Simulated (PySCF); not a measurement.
C₄H₅ClGe₂O (SMILES C#[C][Ge]([Cl])([C]#C)[O][GeH3])

The calculation's input:

```
{"job": {"kind": "uv", "xc": "B3LYP", "basis": "def2-SVPD", "nstates": 8, "ntriplets": 3}, "charge": 0, "multiplicity": 1}
C      0.988844     3.072674    -0.023803
C      0.784078     1.942554    -0.378502
Ge     0.413851     0.142975    -0.913142
Cl    -0.303952     0.088465    -2.875711
C      1.953217    -0.971952    -0.704223
C      2.907708    -1.688812    -0.563463
O     -0.780444    -0.491163     0.182798
Ge    -2.424666    -0.884442     0.558230
H      1.176030     4.063675     0.281436
H      3.749144    -2.310902    -0.440122
H     -3.305552     0.261629     0.148197
H     -2.390664    -1.086582     2.041133
H     -2.771985    -2.137632    -0.191804
```

Run with:

```sh
OMP_NUM_THREADS=1 python probes_run.py task.json out
```

Geometry: GFN2-xTB.

Theory: PySCF 2.14.0, B3LYP/def2-SVPD, SCF density, gas phase.

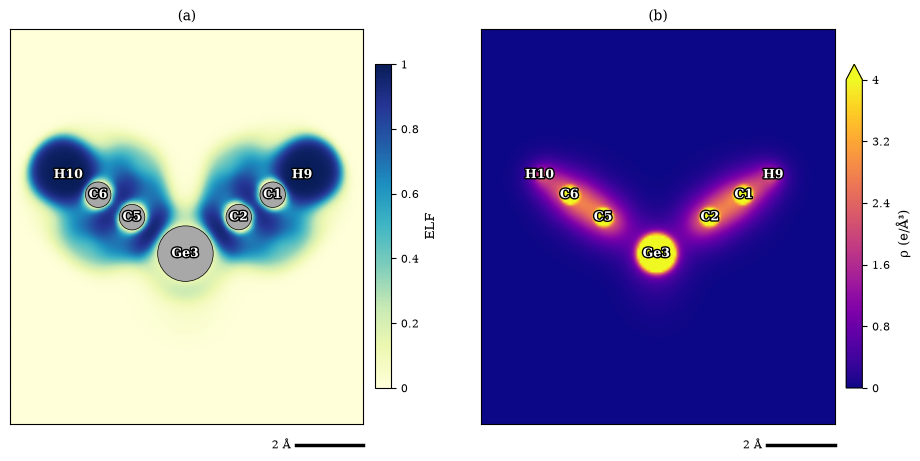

Figure 1. (a) electron localisation function; (b) total electron density on the plane of atoms C2, Ge3 and C5. Grey discs cover the atomic cores in the ELF map.

### Describe what can be read from this map.

- Atoms in the plane: C, Ge and H.
- C–C (1.20 Å): the density is about 2.7 e/Å³ at the midpoint; the ELF peaks at about 0.85 between the atoms; a short, multiple covalent bond.
- C–Ge (1.91 Å): the density is about 0.91 e/Å³ at the midpoint; the ELF peaks at about 0.95 in the valence shell of C, 0.7 Å from its nucleus, and is about 0.65 at the midpoint.
- C–H (1.05 Å): ρ at the midpoint is about 2.1 e/Å³; the ELF climbs to about 1 towards the hydrogen, as it does in any bond to H (an ordinary covalent bond to hydrogen).

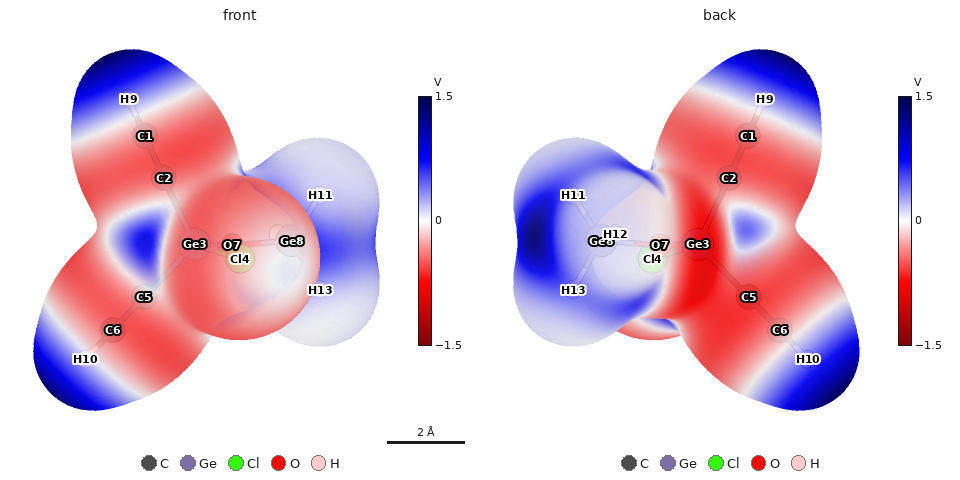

Figure 2. The molecular electrostatic potential painted on the density surface at 0.001 e/bohr³, seen from the front and from behind; red is negative and blue positive.

### Describe the electrostatic potential map.

The most negative region (about −0.8 V) lies over O7, the most positive (about +1.4 V) over Ge8, H9 and H10.

### How polar is the molecule by this calculation?

Its dipole moment is 1.12 D.
